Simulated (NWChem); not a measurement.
# SiPH5 (SMILES [SiH3]P): a first try and a second

Aim: the charge distribution of SiPH5 at r2SCAN/6-31+G* (density fitting with weigend coulomb fitting, spherical functions, COSMO-KS dioxane).

The calculation is run with NWChem 7.3.0.

1 further run of the same task is left out (set aside as unsound or not needed).

### 1 The structure to begin with

SiPH5 has 7 atoms, charge 0, and is taken as a singlet. SMILES: `[SiH3]P`. Geometry: relaxed at GFN2-xTB.

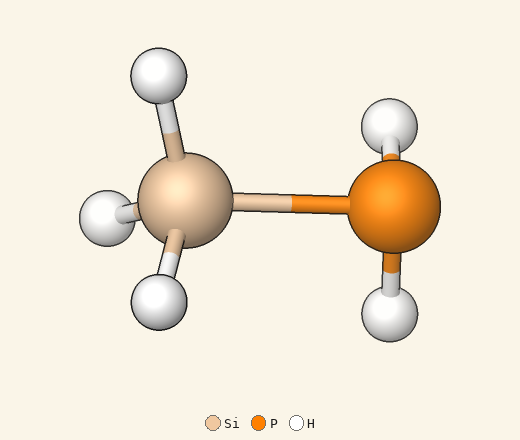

Viewed from a chosen angle; silicon light orange, phosphorus orange, hydrogen white.

### 2 First attempt

Contents of sp.nw:

```
start sp
memory 2200 mb

geometry units angstrom noautosym nocenter noautoz
  Si    -0.640830    -0.361550    -0.395920
  P      1.061310    -0.009120     1.007680
  H     -1.825500    -0.602940     0.426340
  H     -0.298920    -1.544330    -1.184630
  H     -0.890510     0.768910    -1.293660
  H      0.664680     1.260240     1.387120
  H      1.929760     0.488790     0.053060
end

basis "ao basis" spherical bse
  * library 6-31+G*
end

basis "cd basis" spherical
  * library "weigend coulomb fitting"
end

cosmo
  dielec 2.2099
  do_cosmo_ks true
end

dft
  xc r2scan
  mult 1
  grid lebedev 10 1
  convergence energy 1e-08
  iterations 60
  mulliken
  print low
end

property
  mulliken
  dipole
end

task dft property
```

Run with:

```console
$ nwchem sp.nw > sp.out
```

Log:

```text
[...]
 d= 0,ls=0.0,diis     1   -634.8431059524 -7.26D+02  1.61D-02  1.53D-01     0.5
[...]
 d= 0,ls=0.0,diis     6   -634.8719710477 -4.27D-09  1.22D-06  1.61D-09     3.2
         Total DFT energy =     -634.871971047707
      One electron energy =    -1059.156744032005
           Coulomb energy =      379.983501388211
    Exchange-Corr. energy =      -47.189886357989
 Nuclear repulsion energy =       91.502982094757
             COSMO energy =       -0.011824140682
[...]
      Total Density - Mulliken Population Analysis
     ---------------------------------------------
    Atom       Charge   Shell Charges
 -----------   ------   -------------------------------------------------------
    1 Si  14    13.89   2.00  2.00  5.97  1.01  2.05  0.33  0.29  0.01  0.09  0.15
    2 P   15    15.22   2.00  2.00  5.98  1.23  2.58  0.64  0.71 -0.09  0.09  0.08
    3 H    1     1.01   0.51  0.51
    4 H    1     1.01   0.51  0.51
    5 H    1     1.04   0.51  0.52
    6 H    1     0.92   0.51  0.41
    7 H    1     0.91   0.51  0.41
[...]
   Dipole moment        1.3091410808 Debye(s)
             DMX       -0.4473720306 DMXEFC       -0.0000000000
             DMY        0.8332360799 DMYEFC        0.0000000000
             DMZ       -0.9052216695 DMZEFC        0.0000000000
   -EFC- dipole         0.0000000000 DEBYE(S)
   Total dipole         1.3091410808 DEBYE(S)
[...]
```

Wall time 3.9 s (1 thread of Intel Xeon Platinum 8375C at 2.90GHz (Ice Lake), shared host); peak memory 0.22 GiB.

### 3 What went wrong

The program ended normally, but the settings are unsound, so its numbers aren't properties of the molecule.

What is wrong: the grid is far too coarse. To mend it: integration grid fine in place of lebedev 10 1.

### 4 Second attempt

Contents of sp.nw:

```
start sp
memory stack 880 mb heap 220 mb global 1100 mb

geometry units angstroms noautosym nocenter noautoz
  Si      -0.640830      -0.361550      -0.395920
  P        1.061310      -0.009120       1.007680
  H       -1.825500      -0.602940       0.426340
  H       -0.298920      -1.544330      -1.184630
  H       -0.890510       0.768910      -1.293660
  H        0.664680       1.260240       1.387120
  H        1.929760       0.488790       0.053060
end

basis "ao basis" spherical bse
  * library 6-31+G*
end

basis "cd basis" spherical
  * library "weigend coulomb fitting"
end

cosmo
  dielec 2.2099
  do_cosmo_ks true
end

dft
  xc r2scan
  mult 1
  grid fine
  convergence energy 1e-08
  mulliken
  print medium
end

property
  mulliken
  dipole
  moldenfile
  molden_norm janpa
end

task dft property
```

Run with:

```console
$ nwchem sp.nw > sp.out
```

Log:

```text
[...]
          Wavefunction type:  closed shell.
          No. of atoms     :     7
          No. of electrons :    34
[...]
          Charge           :     0
          Spin multiplicity:     1
[...]
          AO basis - number of functions:    54
[...]
              XC Information
              --------------
                      r^2SCAN Method XC Functional
               r^2SCAN metaGGA Exchange Functional  1.000
                     r^2SCAN Correlation Potential  1.000
[...]
 d= 0,ls=0.0,diis     1   -633.7185770290 -7.25D+02  1.01D-02  1.27D-01     1.4
[...]
 d= 0,ls=0.0,diis     6   -633.7389725469 -2.25D-09  8.61D-07  8.43D-10    15.6
         Total DFT energy =     -633.738972546859
      One electron energy =    -1058.317112386252
           Coulomb energy =      379.076783102145
    Exchange-Corr. energy =      -45.985490989000
 Nuclear repulsion energy =       91.502982094757
             COSMO energy =       -0.016134368510
[...]
      Total Density - Mulliken Population Analysis
     ---------------------------------------------
    Atom       Charge   Shell Charges
 -----------   ------   -------------------------------------------------------
    1 Si  14    13.77   2.00  2.00  5.96  1.00  2.02  0.28  0.28  0.02  0.08  0.14
    2 P   15    15.20   2.00  2.00  5.97  1.18  2.50  0.64  0.86 -0.08  0.05  0.08
    3 H    1     1.05   0.51  0.54
    4 H    1     1.05   0.51  0.54
    5 H    1     1.05   0.51  0.54
    6 H    1     0.93   0.51  0.43
    7 H    1     0.93   0.51  0.43
[...]
   Dipole moment        1.2512086794 Debye(s)
             DMX       -0.3522263705 DMXEFC       -0.0000000000
             DMY        0.8653950231 DMYEFC        0.0000000000
             DMZ       -0.8321966097 DMZEFC        0.0000000000
   -EFC- dipole         0.0000000000 DEBYE(S)
   Total dipole         1.2512086794 DEBYE(S)
[...]
```

It took 17 s on 1 thread of Intel Xeon Platinum 8375C at 2.90GHz (Ice Lake), shared host; peak memory 0.12 GiB.

Atomic charges (e):

```csv
atom,Mulliken,Löwdin
Si1,+0.225,+0.040
P2,-0.204,-0.250
H3,-0.049,+0.010
H4,-0.050,+0.010
H5,-0.054,+0.010
H6,+0.066,+0.090
H7,+0.066,+0.090
```

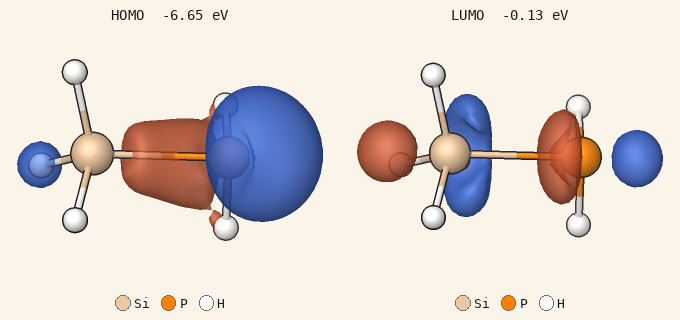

Frontier orbitals of this run, surfaces at ±0.2 Å^-3/2.

### 5 Outcome

At r2SCAN/6-31+G* (density fitting with weigend coulomb fitting, spherical functions, COSMO-KS dioxane):

| quantity | value |
| --- | --- |
| total energy | -633.73897 Eh |
| dipole moment | 1.25 D |
| HOMO energy | -6.65 eV |
| LUMO energy | -0.13 eV |
| HOMO–LUMO gap | 6.52 eV |
| solvent term in the energy | -2.9 kJ/mol |

What this shows: The first attempt's energy was -30.830 eV off this one. Mulliken charges run from -0.20 on P2 to +0.23 on Si1; in a basis this large or diffuse they mean little.
